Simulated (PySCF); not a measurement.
Cyclohexane, SMILES C1CCCCC1 (C6H12), singlet at its GFN2-xTB optimised geometry (Å):

```
18

C     -0.7629     0.2999     2.5058
C      0.7630     0.2997     2.5060
C      1.2963     1.0211     1.2717
C      0.7629     0.3681     0.0000
C     -0.7630     0.3681     0.0000
C     -1.2963    -0.3534     1.2342
H     -1.1241     1.3297     2.5618
H     -1.1355    -0.2333     3.3832
H      1.1356     0.7847     3.4111
H      1.1243    -0.7315     2.5062
H      0.9814     2.0671     1.3003
H      2.3884     1.0005     1.2712
H      1.1354     0.9017    -0.8773
H      1.1242    -0.6616    -0.0564
H     -1.1356    -0.1168    -0.9050
H     -1.1244     1.3993     0.0000
H     -0.9810    -1.3993     1.2058
H     -2.3884    -0.3333     1.2347
```

Level of theory: PBE0/def2-SVP (PySCF). Cells within 0.4 Å of a nucleus heavier than hydrogen are left out (blank, or x).

Map of the Laplacian of the electron density (e/bohr⁵) on the plane z = 1.0 Å:

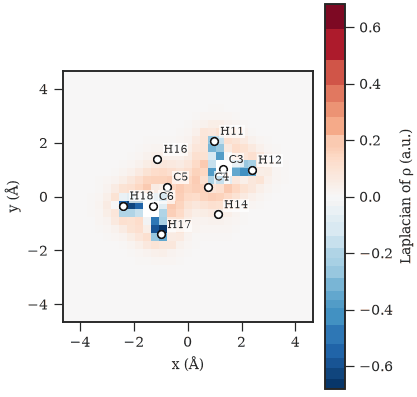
Fig. 1. Laplacian of the electron density (e/bohr⁵) on the plane z = 1.0 Å.
